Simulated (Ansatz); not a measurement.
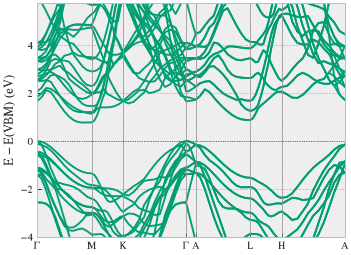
Band structure from DFT-r²SCAN in the program Ansatz with PAW potentials

Question: Read off the gap and where the band edges lie.

Answer: About 0.8 eV (0.77 eV by a search for the band edges); maximum at Γ, minimum on the Γ–M line, 85 % of the way from Γ.

The material is Si in space group P6_3/mmc (No. 194; Si on 4e, Si on 4f, Si on 4f).

The start of the workflow was typed in or built on a structure type; the Crystallography Open Database copy checked does not list it. It is not the phase usual at ambient conditions (space group No. 227). The cell was relaxed with r²SCAN under the symmetry of its start; whether a distortion lowers the energy is not shown.

Potentials: the later of the program's two PAW sets.
